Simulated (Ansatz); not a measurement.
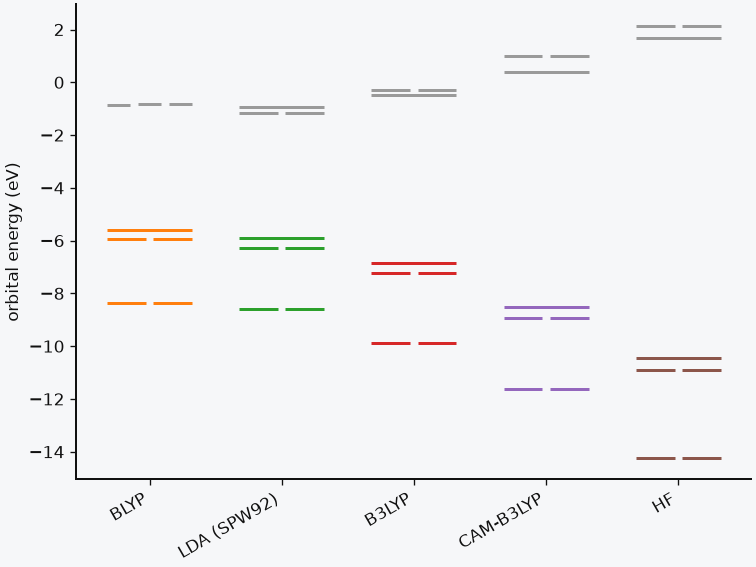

Frontier orbital energies of ZrN₃H₆F, SMILES [NH2][Zr]([NH2])([NH2])[F], singlet at one geometry, def2-TZVPP, the Ansatz code 0.2.0, at a PBE0-D4/def2-TZVP geometry (a minimum by its frequencies). Empty levels are grey, levels within 0.1 eV stand side by side; all columns show the same few orbitals around the gap.

Question: How do the frontier levels move from column to column?

Answer: The separation grows from 4.74 eV (BLYP) to 12.12 eV (HF).

```csv
level,HOMO (eV),LUMO (eV),separation (eV)
BLYP,−5.59,−0.84,4.74
LDA (SPW92),−5.90,−1.16,4.74
B3LYP,−6.85,−0.48,6.37
CAM-B3LYP,−8.51,0.40,8.91
HF,−10.46,1.66,12.12
```

Limits of at least one run: core potentials past krypton; empty levels above zero depend strongly on the basis.
